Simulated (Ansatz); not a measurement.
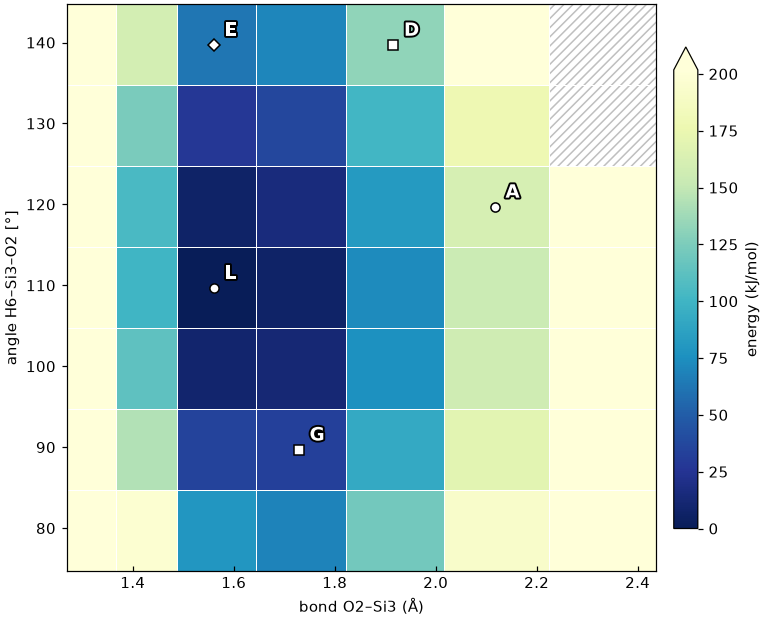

H5OSi2, SMILES [SiH2-]O[SiH3], charge −1. Two internal coordinates are moved rigidly from the geometry relaxed at PBE0-D4/def2-TZVP, all others fixed. Coordinates scanned: (1) bond O2–Si3; (2) angle H6–Si3–O2. The grid has 7 × 7 points. At 2 points there is no value. Points are written as (first, second). Energies are in kJ/mol, from the lowest grid point. Level of theory: RKS PBE-D4/def2-TZVPPD in Ansatz.

In the figure: one coloured cell a grid point, one colour for all values above the top of the scale, hatched blanks where no value was computed, lettered points.

Q: Is G the lowest point of the computed grid?

A: No. G lies 32 kJ/mol above the lowest grid point, which is at (1.561 Å, 109.7°).

Q: Rank the lettered points by energy, lowest first.

A: L (0 kJ/mol), G (32 kJ/mol), E (62 kJ/mol), D (132 kJ/mol), A (161 kJ/mol).
